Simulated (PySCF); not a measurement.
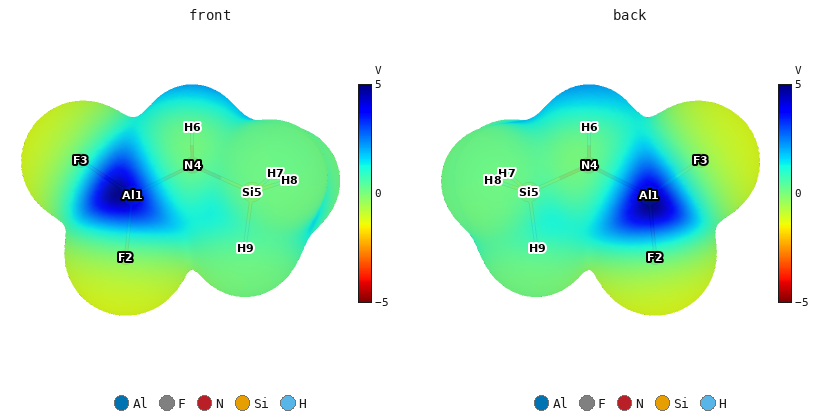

Figure. AlF₂H₄NSi ((F)2Al-NH-SiH3). The molecular electrostatic potential painted on the density surface at 0.002 e/bohr³, seen from the front and from behind; the colour scale runs from red (negative) to blue (positive).

Geometry: PBE0-D3(BJ)/def2-SVP.

These are results of PySCF 2.14.0, CAM-B3LYP/def2-SVPD, SCF density, gas phase, not measurements.

| atom | x (Å) | y (Å) | z (Å) |
| --- | --- | --- | --- |
| Al | -1.3762 | -0.8332 | -0.6752 |
| F | -2.2740 | 0.4547 | -1.1873 |
| F | -1.9649 | -2.3574 | -0.9291 |
| N | 0.1784 | -0.6157 | 0.1287 |
| Si | 1.0472 | 0.8559 | 0.4824 |
| H | 0.6500 | -1.4736 | 0.4104 |
| H | 2.3527 | 0.9266 | -0.2461 |
| H | 1.3412 | 0.9862 | 1.9436 |
| H | 0.1784 | 1.9870 | 0.0469 |

Where is the surface potential most negative and most positive?

Answer. The most negative region (about −1.2 V) lies over F2 and F3, the most positive (about +4.7 V) over Al1.

What dipole moment does the calculation give?

Answer. Its dipole moment is 2.12 D.
